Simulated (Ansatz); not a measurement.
**Cu: a line through an energy map**

One line of a two-coordinate grid on Cu (P6_3/mmc, No. 194; 2 atoms in the cell): volume per atom is varied, at c/a of the conventional cell = 1.569.

This is Cu in the hcp structure; at room conditions it is fcc.

Program: Ansatz 0.2.0. Level of theory: DFT PBEsol, scalar-relativistic, plane waves, PAW. These are calculated values, not measurements.

17 further runs of the same task are left out: 17 set aside as unsound or not needed.

## (1) The structure to begin with

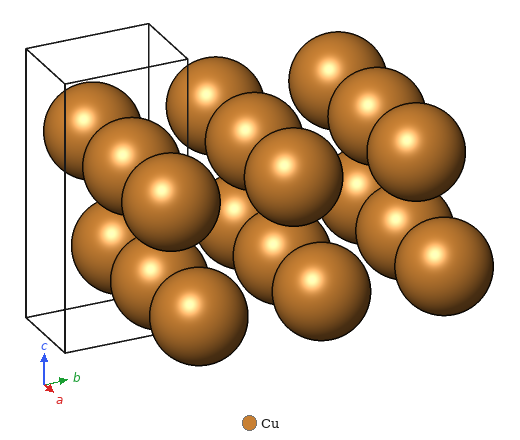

The starting structure, seen slightly off an axis (copper orange). 3×3×1 cells are drawn.

Structure file:

```xyz
2
Lattice="2.5204 0.0000 0.0000 -1.2602 2.1828 0.0000 0.0000 0.0000 4.1161" Properties=species:S:1:pos:R:3 pbc="T T T"
Cu    0.0000    1.4552    1.0290
Cu    1.2602    0.7276    3.0871
```

It goes back to an entry of the Materials Project, which need not be the stable form.

This cell was relaxed beforehand with the same method: volume 11.32 Å³/atom, gap on the mesh none (metal).

## (2) What is varied

The energy is mapped over volume and the cell's shape.

The axes are (1) volume per atom: 7 values from 9.96 to 12.68 Å³; (2) c/a of the conventional cell: 7 values from 1.448 to 1.842.

Nothing else is relaxed (symmetry fixes all fractional coordinates). Energies count from the relaxed crystal. Points are written as (first, second).

## (3) The run at (9.96 Å³, 1.569)

The input, input.yaml:

```yaml
crystal:
  lattice:
    - [2.4478708505, 0.0, 0.0]
    - [-1.2239354252, 2.1199183417, 0.0]
    - [0.0, 0.0, 3.8402197902]
  atoms:
    - { symbol: Cu, position: [0.3333333333, 0.6666666667, 0.25] }
    - { symbol: Cu, position: [0.6666666667, 0.3333333333, 0.75] }
basis:
  ecutwfc: 520.0
kpoints:
  mp_grid: { grid: [24, 24, 12] }
hamiltonian:
  xc: pbesol
  pseudopotentials: { kind: paw }
scf:
  occupations: { method: gaussian, width: 0.15 }
output:
  forces: true
  stress: true
  eigenvalues: true
  write_density: true
  write_potential: true
  elf: true
  volumetric_format: npy
```

On the command line:

```
> ansatz run input.yaml --threads 1 --pin off --max-ram 2048MiB --backend cpu --events-out ev --progress --plain --runs-dir out
```

Output:

```text
Warning: RAYON_NUM_THREADS=1 ignored (pool sized by the plan → 1); use --threads N
Engine: ansatz 0.2.0, aarch64-unknown-linux-gnu
Pseudopotentials: kind: paw
Pseudopotential: Cu, paw, valence charge 19, recommended cutoff 420 eV (normal), Cu.paw.azcp
Functional definition: PBEsol
  exchange = pbesol_x
  correlation = pbesol_c
Crystal: 2 atoms, lattice volume = 19.928 Å³
Basis set: ecut = 520 eV, 537 PW (Γ), exchange–correlation on 40×40×60 points (8 copies of the dense FFT grid, shifted against one another)
Bands: 23, of which v1, the nominal top of the filled ones, is band 19 counted from 1 (18 counted from 0)
Symmetry: 24 space group operations
Space group: P63/mmc (ITA 194), of the structure as read, at distance tolerance 2.7e-5 Å
k-points: 427 of 6912
Non-local potential: Cu, projectors of the file, l = 0: 3, l = 1: 2, l = 2: 3, l = 3: 1
PAW form: soft (Blöchl's): semilocal exchange-correlation on the pseudo side does not see the compensation charge
PAW frozen core: Cu, regenerated for the run's functional, and the local potential with it (the file was generated under x = pbe(κ = 0.804, μ = 0.2195149727645171), c = pbe(β = 0.06672455060314922))
PAW one-centre angular grid: Cu, 590 points (default); XC on 64 Gauss nodes
Initial density: superposition of atomic densities (neutral atoms: chi_scale 0, normalization atom), corrected by the library's trained network
Initial wavefunctions: pseudopotential atomic-orbital guess
Functional: x = pbesol(κ = 0.804, μ = 0.12345679012345678), c = pbesol(β = 0.046)
SCF iter   1: F=—  HF=-13177.306833 eV  |F-HF|=—  |Δ(HF+E_count)|=         —  Δρ=2.20e-2  dr2=4.78e-2  ethr=1.77e-3  ⟨swp⟩=5.0  Hψ=35965  notcnv=0
preconditioner: auto → none  [metal: Δε(μ)=0.035 eV  Ē_g=12.256 eV  σ=0.150 eV  W_gap=0.13  n_scr=8 (ndim 8)  ℏωp=39.0 eV  f_vac=0.000  D(μ)=0.48/eV (n_scr^D=2)  sad-step TF]
SCF iter   2: F=—  HF=-13177.294977 eV  |F-HF|=—  |Δ(HF+E_count)|=   1.19e-2  Δρ=4.72e-3  dr2=2.32e-3  ethr=1.26e-4  ⟨swp⟩=2.1  Hψ=17826  notcnv=0  defer=62
SCF iter   3: F=—  HF=-13177.294455 eV  |F-HF|=—  |Δ(HF+E_count)|=   5.22e-4  Δρ=1.32e-3  dr2=1.69e-4  ethr=6.11e-6  ⟨swp⟩=1.1  Hψ=9789  notcnv=0  defer=62
SCF iter   4: F=—  HF=-13177.294374 eV  |F-HF|=—  |Δ(HF+E_count)|=   8.09e-5  Δρ=8.60e-5  dr2=2.56e-7  ethr=4.45e-7  ⟨swp⟩=2.0  Hψ=13952  notcnv=0  defer=62
SCF iter   5: F=—  HF=-13177.294381 eV  |F-HF|=—  |Δ(HF+E_count)|=   6.87e-6  Δρ=1.17e-5  dr2=1.00e-8  ethr=6.74e-10  ⟨swp⟩=2.1  Hψ=16335  notcnv=0  defer=62
SCF iter   6: F=-13177.294381 eV  HF=-13177.294381 eV  |F-HF|=0.00e0  |Δ(HF+E_count)|=   1.13e-8  Δρ=3.20e-7  dr2=5.60e-12  ethr=2.63e-11  ⟨swp⟩=4.7  Hψ=54752  notcnv=0
SCF 1 converged in 6 iterations: F = -13177.294381 eV  dr2 = 5.60e-12
SCF converged after 6 iterations
Free energy (F): -13177.294381 eV
Harris-Foulkes:  -13177.294381 eV  (|F-HF|=0.00e0)
Internal energy: -13177.289027 eV  (E = F + TS)
E sigma→0 (E₀):  -13177.291704 eV
Entropy (-TS):   -0.005354 eV (-2.677 meV/atom)
Fermi energy:    20.575125 eV
--- Per-component energies (eV) ---
  E_band       = -590.401195
  E_kinetic    = 605.375876
  E_local      = -7467.549691  (includes V_loc(G=0)·N_el)
  E_nonlocal   = 781.673209
  E_hartree    = 3309.616139
  E_xc         = -181.410794
  E_vxc        = -235.252964  (∫ρ·V_xc dr)
  E_paw        = -3250.010296  (= ΣΔE_a)
  E_vpaw       = -893.880049  (= ΣTr[D̂ρ^β])
  E_aug_tail   = 0.000233  (compensation charges beyond the density's cutoff)
  E_ewald      = -6975.396107
  E_core_change = 0.412404  (= ΣΔE_core)
  E_smearing   = -0.005354  (= −TS)
  E_closure    = 0.000000  (closes the sum)
  Σ components = -13177.294381   (vs F -13177.294381, Δ=0.00e0)
--- Forces (eV/Å), atoms counted from 1 ---
  atom   1  Cu     0.00000000     0.00000000     0.00000000
  atom   2  Cu    -0.00000000    -0.00000000     0.00000000
  max |Σ_I F_I| component: 6.94e-18 eV/Å
--- Stress (GPa, compression-positive) ---
       25.316326      -0.000000       0.000000
       -0.000000      25.316326       0.000000
        0.000000       0.000000      38.759315
  P = ⅓ Tr σ = 29.7973 GPa (297.973 kbar)
--- Band table (eV; the first three rows and the last of 427) ---
  k-point 0: bands = ["-92.1400", "-92.1029", "-49.7796", "-49.5850", "-49.5850", "-49.5467", "-49.5467", "-49.5463", "9.7383", "14.4580", "17.0409", "17.0409", "17.1540", "17.3633", "17.3633", "17.5659", "17.5659", "18.6921", "18.6921", "19.4065", "25.8703", "42.6854", "43.8730"]
  k-point 1: bands = ["-92.1394", "-92.1035", "-49.7756", "-49.5843", "-49.5843", "-49.5503", "-49.5473", "-49.5473", "9.8145", "14.4297", "17.0117", "17.0117", "17.1344", "17.3410", "17.3410", "17.6206", "17.6206", "18.6908", "18.6908", "19.0756", "26.3706", "42.6840", "43.9479"]
  k-point 2: bands = ["-92.1376", "-92.1054", "-49.7641", "-49.5824", "-49.5824", "-49.5621", "-49.5492", "-49.5492", "10.0413", "14.3232", "16.9540", "16.9540", "17.0780", "17.2797", "17.2797", "17.7528", "17.7528", "18.3384", "18.6826", "18.6826", "27.6352", "42.6742", "44.1702"]
  k-point 426: bands = ["-92.1021", "-92.1021", "-49.7227", "-49.7227", "-49.6618", "-49.6618", "-49.5832", "-49.5832", "15.7873", "15.7873", "15.8839", "15.8839", "16.6139", "16.6139", "17.7269", "17.7269", "18.7001", "18.7001", "24.8080", "24.8080", "26.6014", "26.6014", "28.5829"]
```

It took 26 s on 1 thread of Arm Neoverse N1, shared host; peak memory 0.45 GiB.

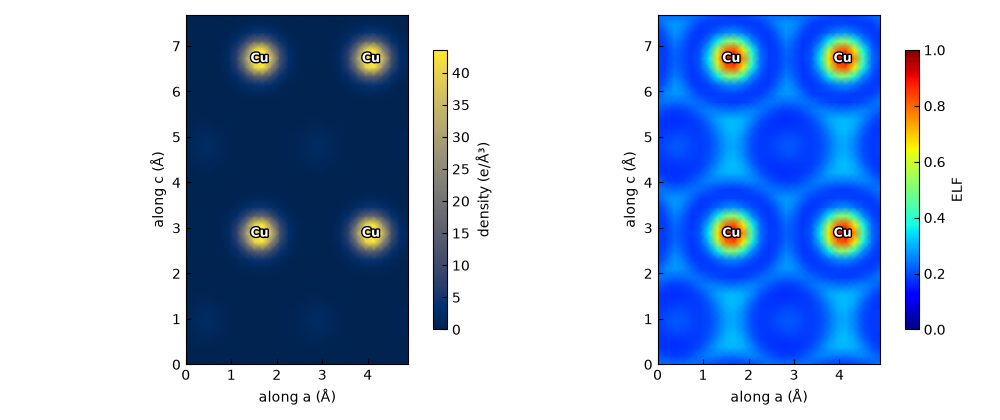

Density (left) and ELF (right) in a lattice plane of the grid's cell (edges 2.45 and 3.84 Å, at 0.333 of the third edge), which holds Cu. Only atoms in the plane are labelled; the density scale stops at 43.55 e/Å³. Both are smooth fields of the valence electrons: close to the nuclei they are not physical.

Energy on the map's scale: 122 meV/atom.

## (4) Grid point (10.42 Å³, 1.569)

Changes to input.yaml since step 3:

```diff
@@ -2,5 +2,5 @@
   lattice:
-    - [2.4478708505, 0.0, 0.0]
-    - [-1.2239354252, 2.1199183417, 0.0]
-    - [0.0, 0.0, 3.8402197902]
+    - [2.4844188507, 0.0, 0.0]
+    - [-1.2422094253, 2.1515698383, 0.0]
+    - [0.0, 0.0, 3.897556293]
   atoms:
@@ -21,5 +21 @@
   eigenvalues: true
-  write_density: true
-  write_potential: true
-  elf: true
-  volumetric_format: npy
```

On the command line:

```
> ansatz run input.yaml --threads 1 --pin off --max-ram 2048MiB --backend cpu --events-out ev --progress --plain --runs-dir out
```

Output:

```text
Warning: RAYON_NUM_THREADS=1 ignored (pool sized by the plan → 1); use --threads N
[... 6 set-up lines as earlier in the session ...]
Crystal: 2 atoms, lattice volume = 20.834 Å³
Basis set: ecut = 520 eV, 579 PW (Γ), exchange–correlation on 40×40×60 points (8 copies of the dense FFT grid, shifted against one another)
Bands: 23, of which v1, the nominal top of the filled ones, is band 19 counted from 1 (18 counted from 0)
[... 1 set-up line as earlier in the session ...]
Space group: P63/mmc (ITA 194), of the structure as read, at distance tolerance 2.8e-5 Å
k-points: 427 of 6912
[... 7 set-up lines as earlier in the session ...]
SCF iter   1: F=—  HF=-13177.439679 eV  |F-HF|=—  |Δ(HF+E_count)|=         —  Δρ=2.20e-2  dr2=5.03e-2  ethr=1.77e-3  ⟨swp⟩=5.0  Hψ=35993  notcnv=0
preconditioner: auto → none  [metal: Δε(μ)=0.020 eV  Ē_g=11.810 eV  σ=0.150 eV  W_gap=0.08  n_scr=8 (ndim 8)  ℏωp=38.2 eV  f_vac=0.000  D(μ)=0.51/eV (n_scr^D=2)  sad-step TF]
SCF iter   2: F=—  HF=-13177.427347 eV  |F-HF|=—  |Δ(HF+E_count)|=   1.23e-2  Δρ=4.69e-3  dr2=2.44e-3  ethr=1.32e-4  ⟨swp⟩=2.1  Hψ=17781  notcnv=0  defer=61
SCF iter   3: F=—  HF=-13177.426832 eV  |F-HF|=—  |Δ(HF+E_count)|=   5.15e-4  Δρ=1.29e-3  dr2=1.74e-4  ethr=6.42e-6  ⟨swp⟩=1.1  Hψ=9800  notcnv=0  defer=61
SCF iter   4: F=—  HF=-13177.426754 eV  |F-HF|=—  |Δ(HF+E_count)|=   7.79e-5  Δρ=8.06e-5  dr2=2.39e-7  ethr=4.57e-7  ⟨swp⟩=2.0  Hψ=13592  notcnv=0  defer=61
SCF iter   5: F=—  HF=-13177.426762 eV  |F-HF|=—  |Δ(HF+E_count)|=   7.51e-6  Δρ=1.10e-5  dr2=7.86e-9  ethr=6.29e-10  ⟨swp⟩=2.0  Hψ=15640  notcnv=0  defer=61
SCF iter   6: F=-13177.426762 eV  HF=-13177.426762 eV  |F-HF|=0.00e0  |Δ(HF+E_count)|=   1.15e-8  Δρ=2.39e-7  dr2=3.09e-12  ethr=2.07e-11  ⟨swp⟩=2.1  Hψ=31584  notcnv=0
SCF 1 converged in 6 iterations: F = -13177.426762 eV  dr2 = 3.09e-12
SCF converged after 6 iterations
Free energy (F): -13177.426762 eV
Harris-Foulkes:  -13177.426762 eV  (|F-HF|=0.00e0)
Internal energy: -13177.421133 eV  (E = F + TS)
E sigma→0 (E₀):  -13177.423948 eV
Entropy (-TS):   -0.005629 eV (-2.814 meV/atom)
Fermi energy:    19.457606 eV
--- Per-component energies (eV) ---
  E_band       = -627.118852
  E_kinetic    = 603.802576
  E_local      = -7635.708836  (includes V_loc(G=0)·N_el)
  E_nonlocal   = 782.042095
  E_hartree    = 3376.046393
  E_xc         = -180.464140
  E_vxc        = -233.992748  (∫ρ·V_xc dr)
  E_paw        = -3250.770010  (= ΣΔE_a)
  E_vpaw       = -895.355021  (= ΣTr[D̂ρ^β])
  E_aug_tail   = 0.000241  (compensation charges beyond the density's cutoff)
  E_ewald      = -6872.781857
  E_core_change = 0.412404  (= ΣΔE_core)
  E_smearing   = -0.005629  (= −TS)
  E_closure    = -0.000000  (closes the sum)
  Σ components = -13177.426762   (vs F -13177.426762, Δ=0.00e0)
--- Forces (eV/Å), atoms counted from 1 ---
  atom   1  Cu     0.00000000    -0.00000000     0.00000000
  atom   2  Cu    -0.00000000     0.00000000     0.00000000
  max |Σ_I F_I| component: 9.25e-18 eV/Å
--- Stress (GPa, compression-positive) ---
       13.685259       0.000000       0.000000
        0.000000      13.685259       0.000000
        0.000000       0.000000      25.184769
  P = ⅓ Tr σ = 17.5184 GPa (175.184 kbar)
--- Band table (eV; the first three rows and the last of 427) ---
  k-point 0: bands = ["-93.1220", "-93.0917", "-50.7443", "-50.5786", "-50.5786", "-50.5466", "-50.5458", "-50.5458", "9.0055", "13.6511", "16.0947", "16.0947", "16.1986", "16.3943", "16.3943", "16.5829", "16.5829", "17.6361", "17.6361", "18.4193", "24.4794", "41.2317", "42.0547"]
  k-point 1: bands = ["-93.1215", "-93.0922", "-50.7410", "-50.5780", "-50.5780", "-50.5500", "-50.5464", "-50.5464", "9.0793", "13.6218", "16.0672", "16.0672", "16.1804", "16.3735", "16.3735", "16.6341", "16.6341", "17.6348", "17.6348", "18.0872", "24.9790", "41.2334", "42.1278"]
  k-point 2: bands = ["-93.1200", "-93.0937", "-50.7312", "-50.5764", "-50.5764", "-50.5600", "-50.5480", "-50.5480", "9.2988", "13.5120", "16.0131", "16.0131", "16.1280", "16.3165", "16.3165", "16.7577", "16.7577", "17.3566", "17.6268", "17.6268", "26.2318", "41.2349", "42.3449"]
  k-point 426: bands = ["-93.0911", "-93.0911", "-50.6955", "-50.6955", "-50.6432", "-50.6432", "-50.5776", "-50.5776", "14.9150", "14.9150", "15.0206", "15.0206", "15.6982", "15.6982", "16.7361", "16.7361", "17.6429", "17.6429", "23.5712", "23.5712", "25.3186", "25.3186", "27.0964"]
```

Wall time 22 s (1 thread of Arm Neoverse N1, shared host); peak memory 0.47 GiB.

That is 55 meV/atom from the zero.

## (5) Point (10.87 Å³, 1.569)

Changes to input.yaml since step 4:

```diff
@@ -2,5 +2,5 @@
   lattice:
-    - [2.4844188507, 0.0, 0.0]
-    - [-1.2422094253, 2.1515698383, 0.0]
-    - [0.0, 0.0, 3.897556293]
+    - [2.5199220639, 0.0, 0.0]
+    - [-1.2599610319, 2.1823165229, 0.0]
+    - [0.0, 0.0, 3.9532537338]
   atoms:
```

On the command line:

```
> ansatz run input.yaml --threads 1 --pin off --max-ram 2048MiB --backend cpu --events-out ev --progress --plain --runs-dir out
```

Output:

```text
Warning: RAYON_NUM_THREADS=1 ignored (pool sized by the plan → 1); use --threads N
[... 6 set-up lines as earlier in the session ...]
Crystal: 2 atoms, lattice volume = 21.740 Å³
Basis set: ecut = 520 eV, 591 PW (Γ), exchange–correlation on 40×40×60 points (8 copies of the dense FFT grid, shifted against one another)
Bands: 23, of which v1, the nominal top of the filled ones, is band 19 counted from 1 (18 counted from 0)
[... 2 set-up lines as earlier in the session ...]
k-points: 427 of 6912
[... 7 set-up lines as earlier in the session ...]
SCF iter   1: F=—  HF=-13177.510679 eV  |F-HF|=—  |Δ(HF+E_count)|=         —  Δρ=2.19e-2  dr2=5.25e-2  ethr=1.77e-3  ⟨swp⟩=5.0  Hψ=35910  notcnv=0
preconditioner: auto → none  [metal: Δε(μ)=0.018 eV  Ē_g=11.412 eV  σ=0.150 eV  W_gap=0.07  n_scr=8 (ndim 8)  ℏωp=37.4 eV  f_vac=0.000  D(μ)=0.53/eV (n_scr^D=2)  sad-step TF]
SCF iter   2: F=—  HF=-13177.498034 eV  |F-HF|=—  |Δ(HF+E_count)|=   1.26e-2  Δρ=4.65e-3  dr2=2.55e-3  ethr=1.38e-4  ⟨swp⟩=2.1  Hψ=17704  notcnv=0  defer=61
SCF iter   3: F=—  HF=-13177.497524 eV  |F-HF|=—  |Δ(HF+E_count)|=   5.10e-4  Δρ=1.27e-3  dr2=1.80e-4  ethr=6.70e-6  ⟨swp⟩=1.1  Hψ=9803  notcnv=0  defer=61
SCF iter   4: F=—  HF=-13177.497451 eV  |F-HF|=—  |Δ(HF+E_count)|=   7.35e-5  Δρ=7.77e-5  dr2=2.59e-7  ethr=4.74e-7  ⟨swp⟩=2.0  Hψ=13482  notcnv=0  defer=61
SCF iter   5: F=—  HF=-13177.497461 eV  |F-HF|=—  |Δ(HF+E_count)|=   9.63e-6  Δρ=9.91e-6  dr2=4.67e-9  ethr=6.82e-10  ⟨swp⟩=2.0  Hψ=15097  notcnv=0  defer=61
SCF iter   6: F=-13177.497461 eV  HF=-13177.497461 eV  |F-HF|=9.09e-12  |Δ(HF+E_count)|=   1.14e-8  Δρ=3.20e-7  dr2=6.70e-12  ethr=1.23e-11  ⟨swp⟩=2.2  Hψ=32490  notcnv=0
SCF 1 converged in 6 iterations: F = -13177.497461 eV  dr2 = 6.70e-12
SCF converged after 6 iterations
Free energy (F): -13177.497461 eV
Harris-Foulkes:  -13177.497461 eV  (|F-HF|=9.09e-12)
Internal energy: -13177.491559 eV  (E = F + TS)
E sigma→0 (E₀):  -13177.494510 eV
Entropy (-TS):   -0.005902 eV (-2.951 meV/atom)
Fermi energy:    18.436075 eV
--- Per-component energies (eV) ---
  E_band       = -660.778345
  E_kinetic    = 602.415638
  E_local      = -7795.563432  (includes V_loc(G=0)·N_el)
  E_nonlocal   = 782.625728
  E_hartree    = 3439.783600
  E_xc         = -179.579730
  E_vxc        = -232.814873  (∫ρ·V_xc dr)
  E_paw        = -3251.634857  (= ΣΔE_a)
  E_vpaw       = -897.009075  (= ΣTr[D̂ρ^β])
  E_aug_tail   = 0.000237  (compensation charges beyond the density's cutoff)
  E_ewald      = -6775.951148
  E_core_change = 0.412404  (= ΣΔE_core)
  E_smearing   = -0.005902  (= −TS)
  E_closure    = -0.000000  (closes the sum)
  Σ components = -13177.497461   (vs F -13177.497461, Δ=0.00e0)
--- Forces (eV/Å), atoms counted from 1 ---
  atom   1  Cu     0.00000000    -0.00000000     0.00000000
  atom   2  Cu     0.00000000     0.00000000     0.00000000
  max |Σ_I F_I| component: 2.31e-18 eV/Å
--- Stress (GPa, compression-positive) ---
        4.581672      -0.000000       0.000000
       -0.000000       4.581672       0.000000
        0.000000       0.000000      14.452929
  P = ⅓ Tr σ = 7.8721 GPa (78.721 kbar)
--- Band table (eV; the first three rows and the last of 427) ---
  k-point 0: bands = ["-94.0221", "-93.9972", "-51.6304", "-51.4884", "-51.4884", "-51.4620", "-51.4603", "-51.4603", "8.3396", "12.9098", "15.2259", "15.2259", "15.3217", "15.5051", "15.5051", "15.6812", "15.6812", "16.6689", "16.6689", "17.5181", "23.2061", "39.8824", "40.3774"]
  k-point 1: bands = ["-94.0217", "-93.9977", "-51.6276", "-51.4879", "-51.4879", "-51.4649", "-51.4608", "-51.4608", "8.4111", "12.8797", "15.2000", "15.2000", "15.3047", "15.4857", "15.4857", "15.7293", "15.7293", "16.6676", "16.6676", "17.1842", "23.7055", "39.8867", "40.4487"]
  k-point 2: bands = ["-94.0204", "-93.9989", "-51.6192", "-51.4865", "-51.4865", "-51.4734", "-51.4622", "-51.4622", "8.6239", "12.7676", "15.1490", "15.1490", "15.2560", "15.4324", "15.4324", "15.8452", "15.8452", "16.4588", "16.6598", "16.6598", "24.9471", "39.8979", "40.6604"]
  k-point 426: bands = ["-93.9969", "-93.9969", "-51.5882", "-51.5882", "-51.5431", "-51.5431", "-51.4881", "-51.4881", "14.1133", "14.1133", "14.2270", "14.2270", "14.8580", "14.8580", "15.8271", "15.8271", "16.6747", "16.6747", "22.4413", "22.4413", "24.1450", "24.1450", "25.7331"]
```

Run time: 22 s. Hardware: 1 thread of Arm Neoverse N1, shared host; peak memory 0.47 GiB.

On the map this point reads 20 meV/atom.

[end of part 1 of 2]
